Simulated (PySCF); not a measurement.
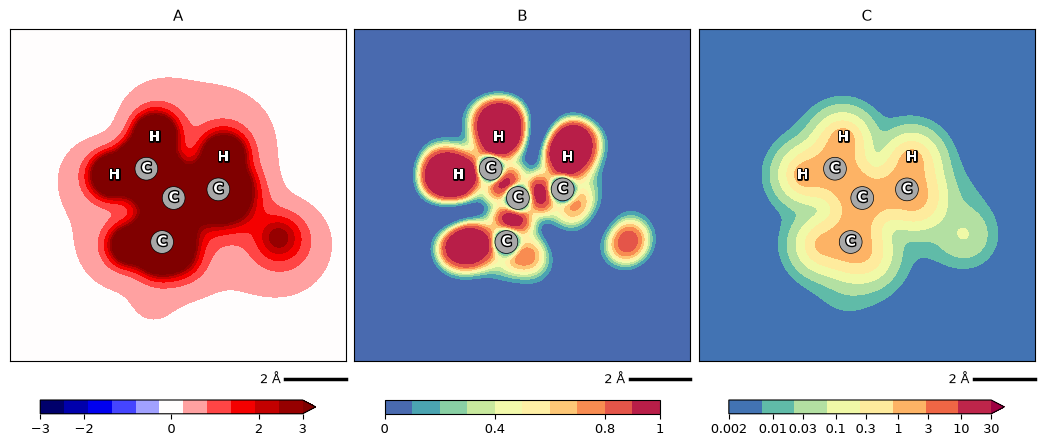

C6H11N (SMILES [H]/N=C\CC(=C)CC): 3 fields on the plane of atoms C3, C2 and C5, with unlabelled colour scales. Grey discs cover the atomic cores.

Geometry: GFN2-xTB.

Method: PySCF 2.14.0, B3LYP/def2-SVPD, SCF density, gas phase.

Q: Match the panels to the quantities (electron density, electron localisation function and electrostatic potential).

A: Panel A: electrostatic potential (strongly positive close to the atoms and fading to about zero outside). Panel B: electron localisation function. Panel C: electron density. From the grid: C–C (1.32 Å): the density is about 2.3 e/Å³ at the midpoint; the ELF peaks at about 0.95 between the atoms; a multiple bond. C–C (1.50 Å): the density is about 1.7 e/Å³ at the midpoint; the ELF peaks at about 0.95 between the atoms: a covalent bond.
